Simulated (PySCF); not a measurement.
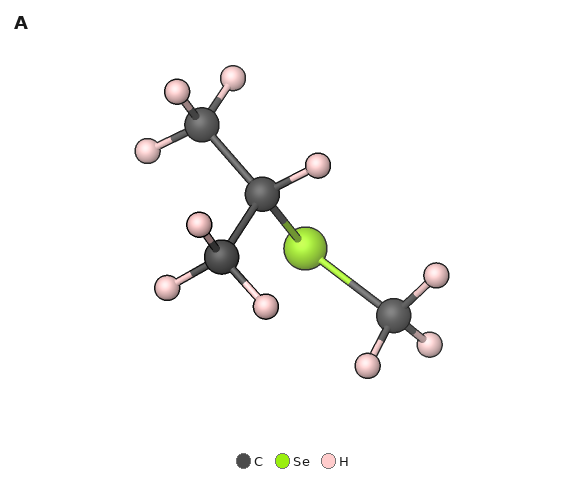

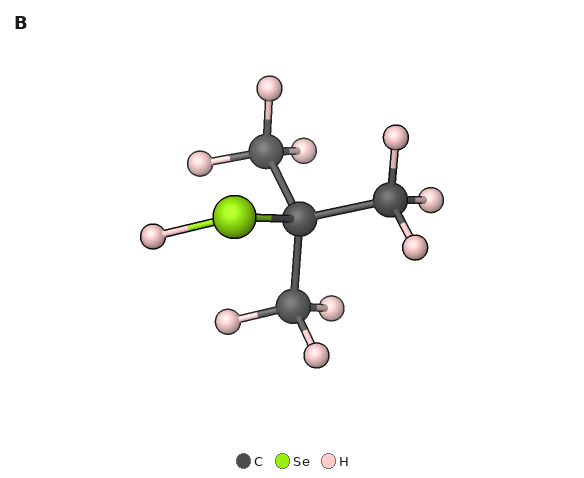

2 stationary structures of one formula. Geometries: PBE0-D3(BJ)/def2-SVP. Electronic energies: PBE0-D3(BJ)/def2-SVP (PySCF 2.14.0), without zero-point energy. No frequency run is at hand to confirm each as a minimum. Each is one conformer, not always the lowest.

How are they related?

They are constitutional isomers of C4H10Se: A `C[Se]C(C)C`, B `CC(C)(C)[SeH]`.

Which structure is the most stable?

B is lowest; A lies 3.6 kcal/mol above it.
